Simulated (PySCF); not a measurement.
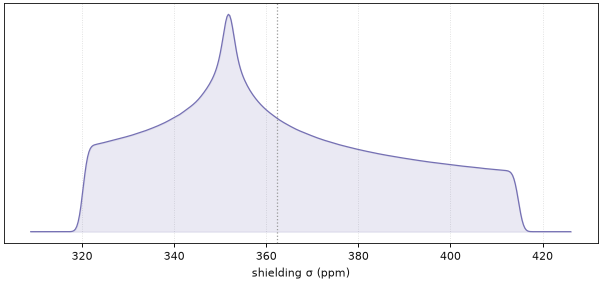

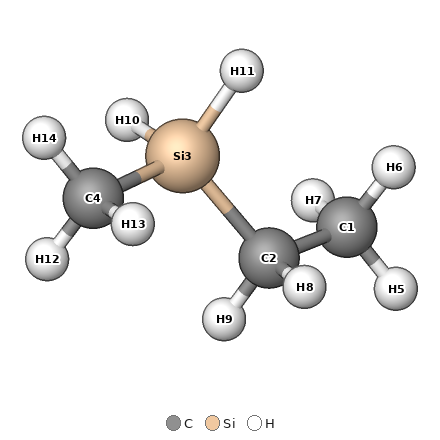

Static powder pattern (²⁹Si) from GIAO shielding tensors of C₃H₁₀Si, SMILES CC[SiH2]C, PBE0/def2-TZVP, PySCF, at a PBE0-D3(BJ)/def2-SVP geometry (no frequency check); absolute shielding, one fixed geometry of the isolated molecule without any motion, no dipolar terms. The dotted line is the isotropic value; skew is 3(σiso − σ22)/span.

### The pattern belongs to Si3. Give the principal values, span and skew.

Si3: σ11, σ22, σ33 = 320, 352, 415 ppm, isotropic 362, span 95 ppm, skew 0.33.

Known limits of this run: one conformer of a flexible molecule.
